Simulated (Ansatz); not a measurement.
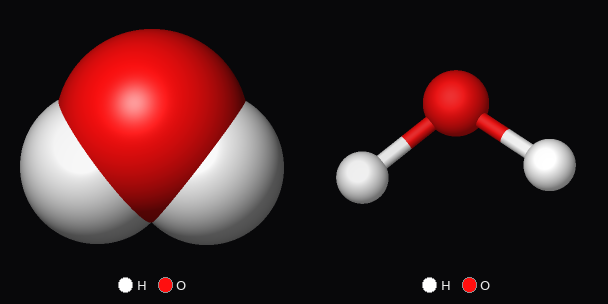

The same structure drawn twice, from different directions.

What does the picture show?

It has 3 atoms: 2 hydrogen and 1 oxygen (H₂O). This geometry has C2v symmetry. Coordination: 1 O bent.

More results for the same structure follow; atom numbers are the same in all pictures, views and colours differ. The geometry was computed by an optimisation with PBE0-D4/def2-TZVP.

Shape

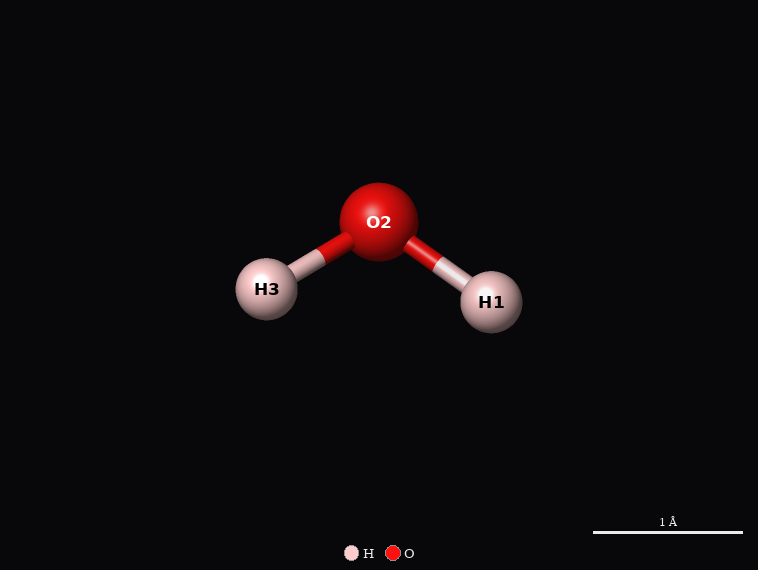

Atoms carry their numbers in the input.

Which atoms are bonded, and how long are the bonds?

| bond | length (Å) |
| --- | --- |
| H1–O2 | 0.960 |
| O2–H3 | 0.960 |

Charges

The questions are on Mulliken charges. Properties computed with RKS PBE0-D4/def2-TZVP (Ansatz 0.2.0).

List the Mulliken charges.

```csv
atom,value (e)
H1,0.32
O2,−0.65
H3,0.32
```

Vibrations

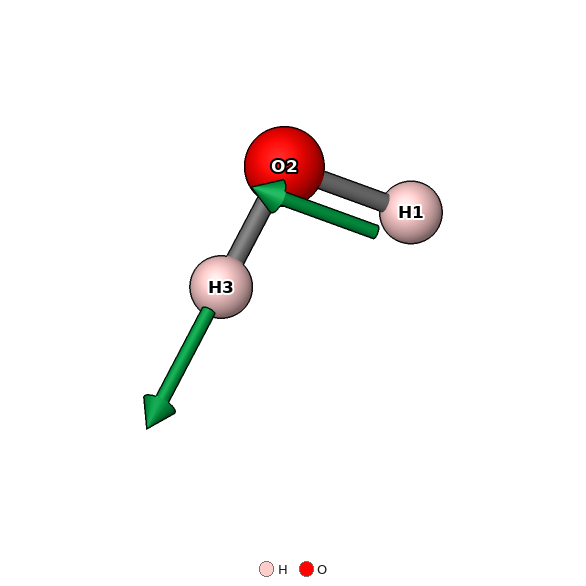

The arrows show one normal mode. Harmonic vibrations computed with RKS PBE0-D4/def2-TZVP (Ansatz 0.2.0) at a stationary point of the same level.

**Describe the motion.**

Mostly out-of-phase stretching of 2 O–H bonds.

**Estimate its harmonic wavenumber.**

3959 cm⁻¹; it is mode 3 of 3 counted from the lowest.

Dipole moment

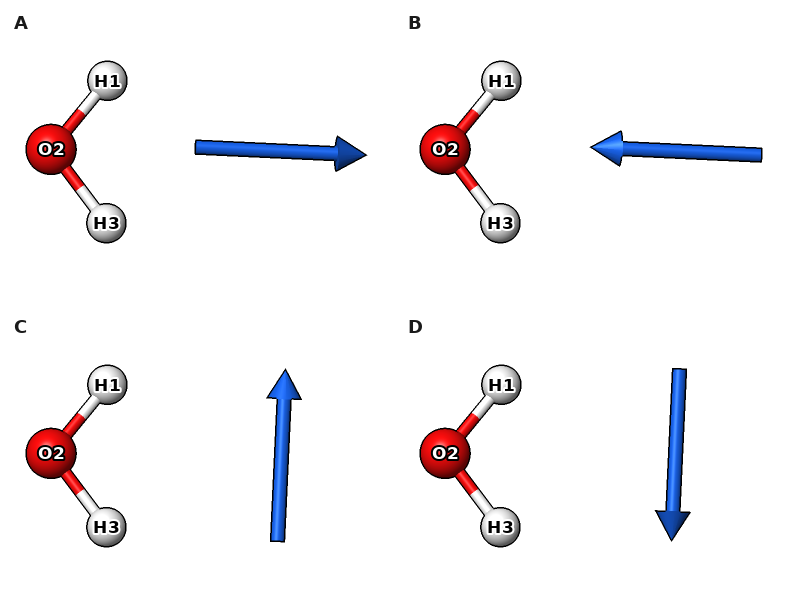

The same molecule four times, each with an arrow. Properties computed with RKS PBE0-D4/def2-TZVP (Ansatz 0.2.0).

**Which arrow points along the dipole moment, from the negative to the positive end?**

A. The dipole moment is 2.07 D; it points from the side of O2 to the side of H1, H3 (the outermost atoms at the two ends).

Mulliken values depend strongly on the basis set and can even reverse the polarity of a bond.
